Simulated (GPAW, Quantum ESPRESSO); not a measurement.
Consider ZnNi3C (Pm-3m).

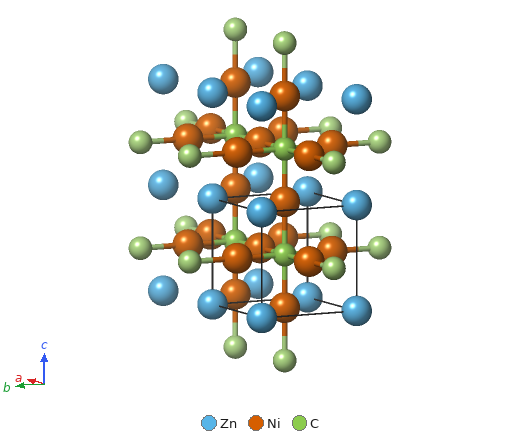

The structure (zinc blue, nickel orange, carbon green). 2×1×2 cells are drawn. Some periodic images of atoms are drawn too.

```
Zn Ni C
1.0
     3.76625    0.00000    0.00000
     0.00000    3.76625    0.00000
     0.00000    0.00000    3.76625
Zn Ni C
1 3 1
Direct
  0.00000 0.00000 0.00000
  0.50000 0.00000 0.50000
  0.50000 0.50000 0.00000
  0.00000 0.50000 0.50000
  0.50000 0.50000 0.50000
```

Absorber: atom 5, with 6 Ni at 1.88 Å (octahedral, site symmetry m-3m). Method: Quantum ESPRESSO XSpectra, LDA, excited-electron core hole (neutral cell), 10-atom cell with 5.3 Å between holes, 8×8×8 k points, dipole transitions, Lorentzian half width 0.3 eV up to 4 eV, rising linearly to 2.5 eV at 25 eV.

Q: What does the C K edge look like?

Main maxima up to 24 eV above the zero (height): 0.4 eV (1.73), 1.9 eV (1.37), 3.8 eV (2.24), 8.4 eV (1.28) and 16.3 eV (1.12). A K edge sees empty p states; the first features are C p mixed into the empty d states of the Ni neighbours, and the broad ones above probably into the cations' higher empty bands. The total-energy difference is 286.50 eV. One term is added: -6.67 eV, since the hole is spin-paired here and a spin-polarised one costs that much less in the free atom (computed apart). The photon energy is then 279.82 eV. The functional leaves an error in such absolute values: in the free atom LDA prices this hole 2.9 eV below PBE (computed apart), and PBE is itself good to a few eV.

The C K spectrum (energy from the energy zero of the input (xe0, at the border of filled and empty states); intensity scaled to a mean of 1 over the first 20 eV; the points at xe0, where the cut of filled states can leave a spike, are interpolated):

```csv
E (eV),intensity
-2.0,0.07
-0.5,0.31
1.0,1.15
2.5,1.07
4.0,2.07
5.5,0.83
7.0,0.89
8.5,1.27
10.0,0.72
11.5,0.61
13.0,0.68
14.5,0.85
16.0,1.11
17.5,0.97
19.0,0.70
20.5,0.62
22.0,0.58
23.5,0.57
25.0,0.55
26.5,0.52
28.0,0.51
29.5,0.52
31.0,0.50
```

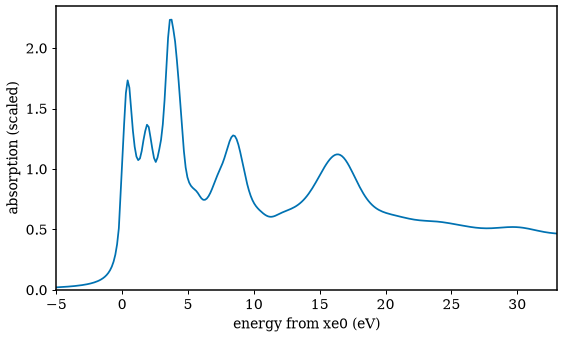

The C K edge.

The starting moments shrank to 0.00 μB or less, so this is hardly a magnetic state. The holes are only 5.3 Å apart, so the shape is probably not converged with cell size; no larger cell was run here. The structure is a computed Materials Project entry and may be a hypothetical form.

[Banner, clock and machine lines of the logs are left out without a mark of their own.]

[Logs are printed without paths, hosts, clocks, repeated set-up lines and the standing remarks that a program may print on its own settings, such as how far it seeks lower states.]

[Hosts, paths, dates, database ids (printed as entryN), source tags and the programs' standing remarks are cut or masked in the printed files.]

[Lists of maxima count a maximum above −3 eV only where it reaches 4 % of the highest in the window and stands out from its surroundings by 2 % of it (1.5 % where it reaches 55 %); shoulders and weaker maxima are passed over, and of the rest the first, up to two pre-edge ones and the few strongest are named.]
